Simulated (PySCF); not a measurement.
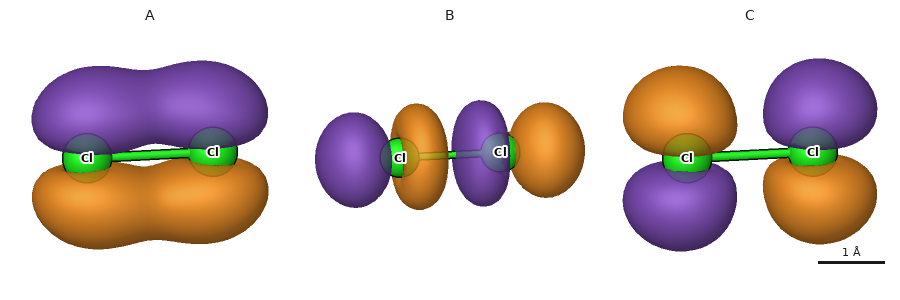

*Cl2. Three frontier orbitals, each drawn at the value that holds 80 % of its norm (orange and purple are the two phases), in no order; of a degenerate pair one member is drawn.*

The calculation used PBE0/def2-TZVPP, non-relativistic Hamiltonian with scalar-relativistic core potentials where named, at a bond length of 1.987 Å (PySCF 2.14.0).

> Label each orbital by symmetry, say whether it is occupied, and order them by energy.

Orbital A: πu, occupied, −11.58 eV; with no node between the nuclei, bonding.
Orbital C: πg, occupied, −8.66 eV; antibonding, with a node between the atoms.
Orbital B: σu, empty, −3.04 eV; antibonding, with a node between the atoms.
